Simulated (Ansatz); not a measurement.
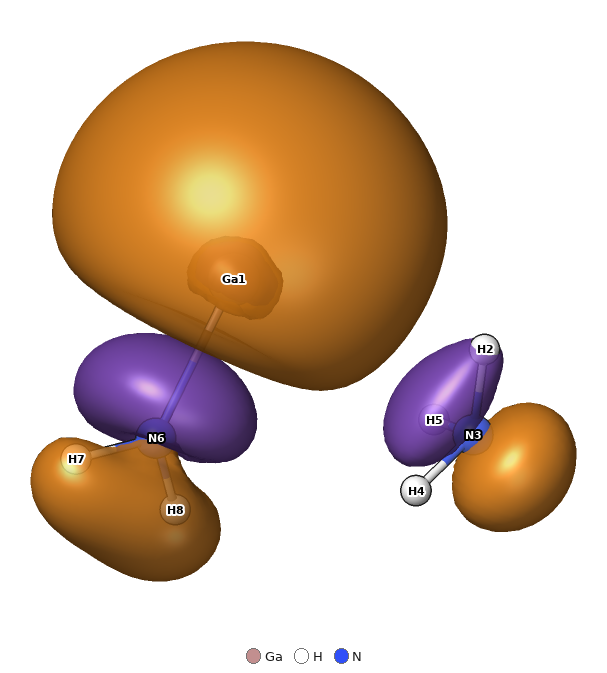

Figure. GaH2N···NH3. The HOMO at ±0.06 Å⁻³ᐟ² (orange and purple are the two phases), seen at a tilt.

Not at a stationary point (largest force 1.1 eV/Å).

Theory: Ansatz 0.2.0, RHF/def2-SVP.

The calculation's input:

```
crystal:
  periodic: [false, false, false]
  atoms:
    - { symbol: Ga, position_ang: [0.0, 0.0, 0.0] }
    - { symbol: H, position_ang: [1.0535, 0.0, 1.4223] }
    - { symbol: "N", position_ang: [2.0931, 0.0, 0.3944] }
    - { symbol: H, position_ang: [2.5598, -0.9179, 0.1426] }
    - { symbol: H, position_ang: [2.5445, 0.9179, 0.1162] }
    - { symbol: "N", position_ang: [-1.6714, 0.0, -0.965] }
    - { symbol: H, position_ang: [-2.3403, -0.8164, -0.8664] }
    - { symbol: H, position_ang: [-1.9204, 0.8164, -1.5936] }
basis:
  gaussian: { orbitals: def2-SVP }
hamiltonian:
  xc: hf
relax:
  f_tol: 0.15
  max_steps: 25
  restrain:
    - { distance: [1, 2], at: 1.06, k: 30.0 }
    - { distance: [0, 1], at: 2.77, k: 30.0 }
    - { distance: [0, 2], at: 3.13, k: 30.0 }
output:
  orbitals: {}
```

Launched as:

```sh
ansatz run input.yaml --threads 1 --pin off --max-ram 2048MiB --backend cpu --events-out ev --progress --plain --runs-dir out
```

The fields are those of the run's last geometry, not of the input's.

Q: What is the character of this orbital?

A: By Hirshfeld shares it lies mainly on Ga1 (about 80 %) and N6 (about 10 %). Its energy is −8.46 eV.
